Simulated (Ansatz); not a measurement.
# H₃NOSi: a ladder of functionals and wavefunction methods

Aim: compute H₃NOSi with functionals from several rungs and with coupled cluster, and see how far each lands from CCSD(T) at the basis-set limit for the atomisation energy.

Method: functionals in def2-TZVPP, the program's frozen cores in correlated methods; program: Ansatz 0.2.0, Gaussian basis.

Levels to be run: LDA (SPW92), PBE-D4, revPBE-D4, BLYP-D4, r2SCAN-D4, B97M-V, PBE0-D4, B3LYP-D4, r2SCANh-D4, r2SCAN0-D4, HSE06-D4, BHLYP-D4, CAM-B3LYP-D4, LC-ωPBE, ωB97X-V, ωB97M-V, B2PLYP, PBE-QIDH; CCSD(T)/def2-SVP; CCSD(T)/def2-TZVPP; CCSD(T)/def2-QZVPP; extrapolation to the limit; RPA on PBE.

**1. Structure used throughout**

The geometry comes from an earlier relaxation with PBE0-D4 in a triple-zeta def2 set; it is a stationary point.

SMILES `N[Si]O`, 6 atoms, charge 0, spin multiplicity 1.

Atoms are counted from 1 here; the program's logs count them from 0.

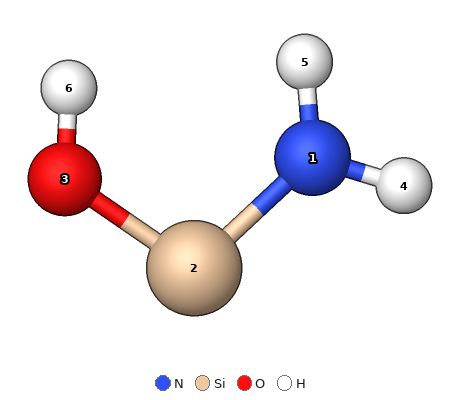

The geometry (nitrogen blue, silicon light orange, oxygen red, hydrogen white); atoms are numbered from 1 in the order of the file.

**2. LDA**

This LDA is Slater exchange with PW92 correlation.

File in.yaml:

```yaml
crystal:
  periodic: [false, false, false]
  atoms:
    - {symbol: N, position_ang: [-0.769979, 0.110339, -0.501302]}
    - {symbol: Si, position_ang: [0.653156, -0.840823, -0.626058]}
    - {symbol: O, position_ang: [1.503926, -0.399139, 0.723949]}
    - {symbol: H, position_ang: [-1.486934, 0.043785, -1.207508]}
    - {symbol: H, position_ang: [-1.019542, 0.772951, 0.219544]}
    - {symbol: H, position_ang: [1.161574, 0.249087, 1.345176]}
basis:
  gaussian: {orbitals: def2-TZVPP}
hamiltonian: {xc: lda}
output: {orbitals: {seedname: orbitals}}
```

On the command line:

```bash
$ ansatz run in.yaml --threads 2 --pin off --events-out ev --progress --plain --max-ram 20480MiB --backend cpu
```

The runs that follow: PBE-D4 (GGA); revPBE-D4 (GGA); BLYP-D4 (GGA); r2SCAN-D4 (meta-GGA); B97M-V (meta-GGA); PBE0-D4 (hybrid); B3LYP-D4 (hybrid); r2SCANh-D4 (hybrid); r2SCAN0-D4 (hybrid); HSE06-D4 (hybrid); BHLYP-D4 (hybrid); CAM-B3LYP-D4 (range-separated); LC-ωPBE (range-separated); ωB97X-V (range-separated); ωB97M-V (range-separated); B2PLYP (double hybrid); PBE-QIDH (double hybrid); CCSD(T) in def2-SVP; CCSD(T) in def2-TZVPP; CCSD(T) in def2-QZVPP; RPA on PBE orbitals.

Q: Predict the results of all the runs planned. Wanted: atomisation energy, CCSD(T)/CBS; farthest beyond LDA; mean size of error, GGA; mean size of error, meta-GGA; mean size of error, hybrid; mean size of error, range-separated; mean size of error, double hybrid; gap, smallest and largest; T1 diagnostic.

The runs gave:

| quantity | value |
| --- | --- |
| atomisation energy, CCSD(T)/CBS | 518.2 kcal/mol |
| functionals within 2.6 kcal/mol (0.5 %) | B97M-V, B3LYP-D4, CAM-B3LYP-D4, ωB97X-V |
| farthest beyond LDA | BHLYP-D4 (-23.2 kcal/mol) |
| mean size of error, GGA | 6.4 kcal/mol |
| mean size of error, meta-GGA | 3.8 kcal/mol |
| mean size of error, hybrid | 11.5 kcal/mol |
| mean size of error, range-separated | 3.4 kcal/mol |
| mean size of error, double hybrid | 10.0 kcal/mol |
| gap, smallest and largest | 4.13 eV (LDA (SPW92)), 10.89 eV (LC-ωPBE) |
| T1 diagnostic | 0.0135 |
| triples share of the correlation energy | 3.7 % |

The LDA atomisation energy is off by 79.2 kcal/mol (15 %): it overbinds. PBE-D4 is off by +8.2 kcal/mol. Double hybrids carry the basis error of their MP2 part in triple zeta, and no dispersion term here, so their miss is partly the set-up's. By mean error the best rung here is range-separated (3.4 kcal/mol) and the worst beyond LDA is hybrid (11.5 kcal/mol). The gap between the best rungs is small, so their order is not settled. The mean of the hybrids holds BHLYP, with half exact exchange. Misses under about 2.6 kcal/mol are within the doubt on the reference itself, which lacks core-valence correlation, relativity and higher excitations. Hartree-Fock recovers 66 % of the binding; the rest is correlation. CCSD(T) in def2-SVP is off by -51.5 kcal/mol, so the small basis spoils what the method gains. Orbital gaps span 4.1 to 10.9 eV; exact exchange widens them.
